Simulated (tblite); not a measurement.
Run report: C$_{7}$H$_{6}$OS, relaxed scan

The run: relaxed scan of C$_{7}$H$_{6}$OS. Method and program: GFN2-xTB relaxed scan under a harmonic restraint, gas phase (tblite 0.8.0).

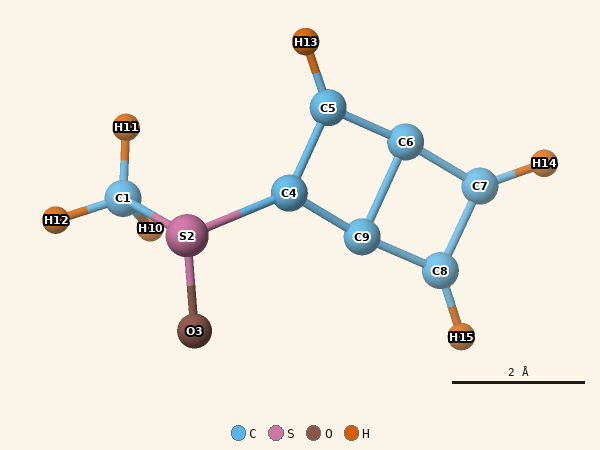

Fig. 1: The structure as given in the input (ball-and-stick view, seen on its broad side; atoms are numbered from 1 in the order of the input).

**Summary**

- outcome: converged
- hardware: 1 CPU thread, shared host
- peak memory: 0.18 GiB

**The input**
```
{"job": {"xc": "GFN2-xTB", "basis": "xTB", "coordinate": [["t", [3, 0, 2, 1], 0.3333333333333333], ["t", [0, 2, 3, 1], 0.3333333333333333], ["t", [2, 3, 0, 1], 0.3333333333333333]], "kind": "drive"}, "charge": 0, "multiplicity": 1}
C     -2.541058     0.685608    -0.378586
S     -1.916542    -0.670792     0.726772
O     -2.002471    -1.907303    -0.045869
C     -0.190095    -0.125881     0.553362
C      0.606256     0.954169     1.073632
C      1.759576     0.472557     0.490027
C      2.837377    -0.149413    -0.128171
C      2.039893    -1.193355    -0.682333
C      0.874143    -0.716485    -0.103653
H     -2.053529     0.611515    -1.344386
H     -2.328196     1.636464     0.095464
H     -3.611760     0.549063    -0.490554
H      0.391565     1.823772     1.670724
H      3.890707     0.076108    -0.139204
H      2.239719    -2.038037    -1.319135
```

The first line tells a small driver script what to run in tblite; the rest is the geometry in Å.

Launch command:
```bash
OMP_NUM_THREADS=1 python <driver script> task.json out
```

**Log**
```
point  coordinate     E/eV
  0     45.300     -683.36902
  1     51.400     -683.21357
```
